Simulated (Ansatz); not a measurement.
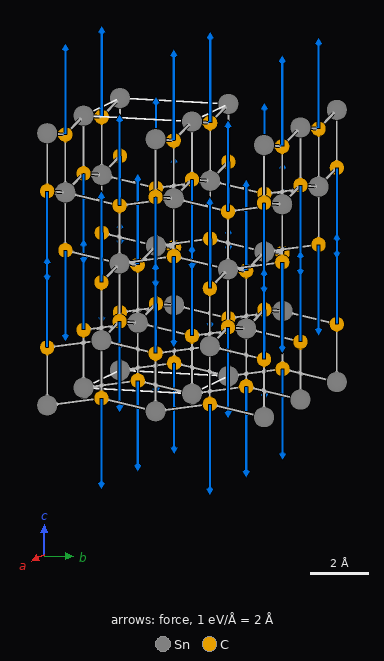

Starting geometry of solid SnC₂ (a generated structure, set up in I4_1/amd) (coarse preliminary run) with the computed forces as blue arrows. The picture is a ball-and-stick view of the conventional cell (2 times the calculation's cell), repeated 2 × 2 × 1 with one cell outlined, seen slightly off an axis. Lengths and directions refer to the drawn axes.

All numbers below come from DFT PBE, scalar-relativistic, plane waves, PAW (Ansatz 0.2.0).

The input:
```yaml
crystal:
  lattice:
    - [-1.98579345, 1.98579345, 4.78881662]
    - [1.98579345, -1.98579345, 4.78881662]
    - [1.98579345, 1.98579345, -4.78881662]
  atoms:
    - { symbol: Sn, position: [0.0, 0.0, 0.0] }
    - { symbol: Sn, position: [0.75, 0.25, 0.5] }
    - { symbol: C, position: [0.78721123, 0.78721123, 0.0] }
    - { symbol: C, position: [0.53721123, 0.03721123, 0.5] }
    - { symbol: C, position: [0.96278877, 0.46278877, 0.5] }
    - { symbol: C, position: [0.21278877, 0.21278877, 0.0] }
basis:
  ecutwfc: 420
kpoints:
  mp_grid: { grid: [6, 6, 6] }
hamiltonian:
  xc: pbe
scf:
  occupations: { method: gaussian, width: 0.1 }
  lower_state_search: "off"
output:
  forces: true
  stress: true
  eigenvalues: true
relax:
  adjacent_minimum: "off"
  f_tol: 0.04
  max_steps: 70
  cell: { stress_tol: 0.4 }
```

Command:
```bash
ansatz run input.yaml --threads 1 --pin off --max-ram 2560MiB --backend cpu --events-out ev --progress --plain --runs-dir out
```

Question: What follows when this structure is relaxed?

Answer: It isn't relaxed: the largest force vector, on C atoms, is 1.63 eV/Å. Measured relative to the changing cell, the final displacements run against the starting forces (cosine between the two patterns −1.00). After 10 accepted moves (14 points after the start) the energy has fallen by 720 meV per atom. Largest force component: 1.6 eV/Å at the start, 0.025 eV/Å at the end. The pressure goes from 60.08 to −0.04 GPa. The line search rejected the trial steps at points 7, 8 of the run. The SCF was repeated twice at an unchanged geometry on a basis and grid sized afresh for the cell, which shifted the energy by 43.9 meV per atom at most. The largest moves relative to the cell, 0.45 Å, are those of C3, C4, C5 and C6. C6 goes along −c. Sn stays in place. The volume changes by +43.1 %, with a = b 3.972 → 4.203 Å (+5.8 %), c 9.578 → 12.239 Å (+27.8 %). Near-neighbour distances that change, for instance: Sn1–C4 2.018 → 2.287 Å, Sn1–C3 2.038 → 2.159 Å. Bond angles that change, for instance: C4–Sn1–C4 159.7° → 133.6°, Sn1–C5–Sn1 159.7° → 133.6°, C3–Sn1–C4 100.2° → 113.2°. The space group stays I4_1/amd (No. 141).
